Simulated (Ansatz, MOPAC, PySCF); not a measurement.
Bond stretch in CH3Cl, SMILES CCl. The C1–Cl5 bond (C1 also carries H, H, H; Cl5 carries nothing else) is stretched with both fragments frozen at the PBE0/def2-TZVP optimised geometry.

```
5

C      0.0000     0.0000     0.0000
H      0.0000     1.0304    -0.3476
H     -0.8923    -0.5152    -0.3476
H      0.8923    -0.5152    -0.3476
Cl     0.0000     0.0000     1.7732
```

Computed with: UHF/6-31G* = unrestricted Hartree-Fock/6-31G*, spherical d (PySCF); UKS-TPSSh = unrestricted TPSSh/def2-TZVP (PySCF); RKS-B3LYP/6-31G* = restricted B3LYP/6-31G*, spherical d run with PySCF 2.14.0; UKS-PBE = unrestricted PBE/def2-TZVP run with Ansatz (a program for electronic structure); PM7, restricted, heats of formation (MOPAC).

Energies are in kcal/mol, each relative to the lowest point of its own curve near equilibrium.

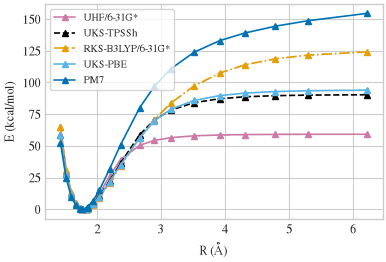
Energy against bond length for each method.

```tsv
R / Å	UHF/6-31G*	UKS-TPSSh	RKS-B3LYP/6-31G*	UKS-PBE	PM7
1.43	65.2	58.9	64.6	58.6	52.5
1.52	30.5	27.7	31.1	27.7	24.4
1.60	12.8	11.7	13.6	11.8	9.9
1.67	4.3	4.0	5.0	4.1	3.0
1.73	0.8	0.8	1.2	0.8	0.4
1.77	0.0	0.0	0.0	0.0	0.0
1.84	0.8	0.5	0.1	0.4	1.4
1.86	1.4	1.0	0.5	0.9	2.1
1.94	5.4	4.4	3.4	4.1	6.8
2.04	12.4	10.5	9.2	10.1	15.1
2.20	26.2	22.7	20.8	21.8	31.9
2.37	39.2	36.4	34.2	35.1	50.9
2.67	50.5	58.9	56.4	56.5	80.2
2.90	54.3	70.6	70.7	69.7	97.0
3.16	56.5	78.3	83.8	79.0	110.9
3.52	57.9	84.1	97.3	85.8	123.9
3.92	58.6	87.2	107.5	89.6	133.0
4.32	58.9	88.7	114.0	91.6	139.1
4.79	59.1	89.6	118.7	92.8	144.4
5.30	59.1	90.0	121.6	93.5	148.7
6.23	59.2	90.3	124.1	94.0	154.5
```

At the longest distance, 6.23 Å, PM7 lies highest above its minimum (154.5 kcal/mol) and UHF/6-31G* lowest (59.2 kcal/mol).

The unrestricted determinant behind UHF/6-31G* is spin-contaminated at 2.37 to 6.23 Å (<S²> up to 1.0, against 0.00 for a pure singlet). The unrestricted determinant behind UKS-TPSSh is spin-contaminated at 2.67 to 6.23 Å (<S²> up to 1.0, against 0.00 for a pure singlet). The restricted form behind RKS-B3LYP/6-31G*, PM7 keeps the bonding electrons paired and can't separate into open-shell fragments. The unrestricted determinant behind UKS-PBE is spin-contaminated at 2.90 to 6.23 Å (<S²> up to 0.9, against 0.00 for a pure singlet).
